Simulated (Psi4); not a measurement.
Two rigid molecules brought together: BCl3 ··· H3O+ (SMILES ClB(Cl)Cl and [OH3+]) (charge +1). Monomers: optimised at B3LYP-D3(BJ) (def2-TZVP), held rigid. Orientation: lowest of the rigid-body minima from ten starts at GFN2-xTB. Only R, the distance of the centres of mass, is varied, so the lowest point isn't the relaxed dimer.

Computed with SAPT0/jun-cc-pVDZ, frozen core (Psi4).

Components in kJ/mol:

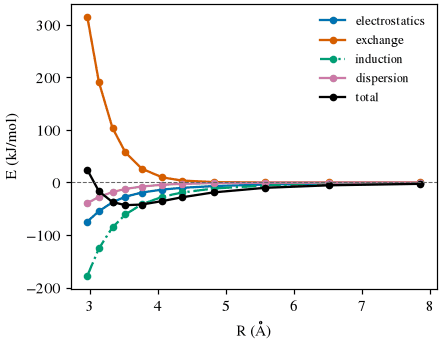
*Components of the interaction energy.*

```tsv
R / Å	electrostatics	exchange	induction	dispersion	total
2.97	-74.41	315.14	-177.57	-39.15	24.02
3.14	-54.65	191.01	-125.53	-27.49	-16.66
3.34	-37.56	103.73	-85.34	-18.13	-37.31
3.53	-27.02	57.06	-60.89	-12.30	-43.15
3.77	-19.08	26.29	-41.51	-7.66	-41.96
4.07	-13.50	9.75	-27.28	-4.37	-35.40
4.36	-10.18	3.67	-19.05	-2.62	-28.18
4.83	-6.84	0.73	-11.43	-1.23	-18.76
5.58	-3.96	0.05	-5.83	-0.44	-10.18
6.52	-2.26	0.00	-2.95	-0.15	-5.37
7.86	-1.19	0.00	-1.35	-0.05	-2.58
```
